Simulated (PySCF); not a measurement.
Ga(H)(OH)2(OH2), H₅GaO₃, singlet, PBE0/def2-SVP optimised geometry. Atoms within 1.6 Å of the plane z = 0.0 Å (x, y, z in Å): Ga1 (-0.40, -0.32, 0.00), H2 (-1.27, -1.55, -0.43), O3 (1.41, -0.32, 0.00), H4 (1.84, -1.05, -0.46), O5 (-1.02, 1.39, 0.00), H6 (-1.84, 1.55, -0.47).

Computed with PBE0/def2-TZVP run with PySCF 2.14.0. Cells within 0.4 Å of a nucleus heavier than hydrogen are left out (blank, or x).

Map of the electron localisation function on the plane z = 0.0 Å:

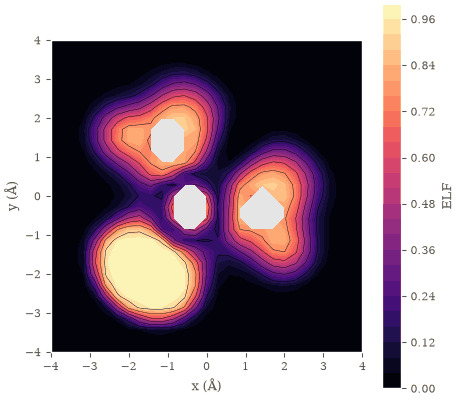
Figure: Electron localisation function on the plane z = 0.0 Å.
